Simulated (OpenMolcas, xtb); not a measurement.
## SiH3O4 (SMILES [O][Si](O)(O)O): methods side by side

SiH3O4 has 8 atoms, charge 0, and is taken as a doublet. As SMILES, `[O][Si](O)(O)O`. The coordinates come from a PBE0-D4/def2-TZVP relaxation. This is one conformer, not always the lowest.

Quantity: the vertical energy of the quartet above the doublet, in eV. The values are calculated.

| level | kind | program | value (eV) | less CCSD(T)/6-31G* | CPU time (all runs) |
| --- | --- | --- | --- | --- | --- |
| GFN1-xTB | semi-empirical | xtb | 10.34 | +1.46 | under 2 s |
| UHF/6-31G* (spherical functions) | Hartree–Fock | OpenMolcas | 9.17 | +0.29 | 15 s |
| USVWN5/6-31G* (spherical functions) | LDA | OpenMolcas | 6.90 | -1.98 | 51 s |
| UPBE/6-31G* (spherical functions) | GGA | OpenMolcas | 6.97 | -1.91 | 86 s |
| UTPSS/6-31G* (spherical functions) | meta-GGA | OpenMolcas | 7.28 | -1.60 | 2.3 min |
| UBHLYP/6-31G* (spherical functions) | global hybrid | OpenMolcas | 8.57 | -0.31 | 1.9 min |
| UPBE0/6-31G* (spherical functions) | global hybrid | OpenMolcas | 8.09 | -0.79 | 100 s |
| ROCCSD(T)/6-31G* (spherical functions) | coupled cluster or CI | OpenMolcas | 8.88 | 0.00 | 2.1 min |

Differences are taken from ROCCSD(T)/6-31G* (spherical functions) for orientation; it has basis-set and higher-order errors of its own. The values span 6.90 to 10.34 eV. The xTB rows lack spin polarisation, so open shells miss the exchange term that lowers them. Times are those of the runs behind each value, whatever else they computed, on shared processors of several kinds: orders of magnitude only.

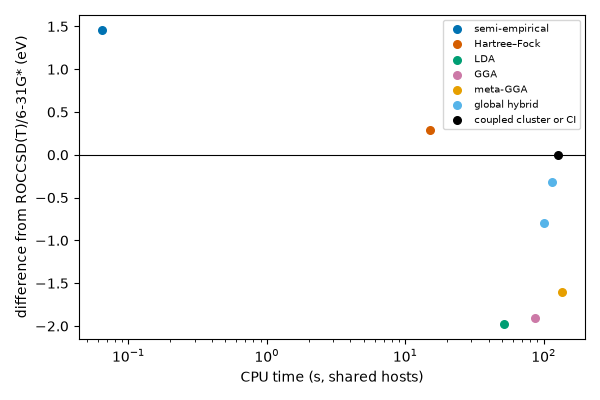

Difference from ROCCSD(T)/6-31G* against processor time, one point a level.
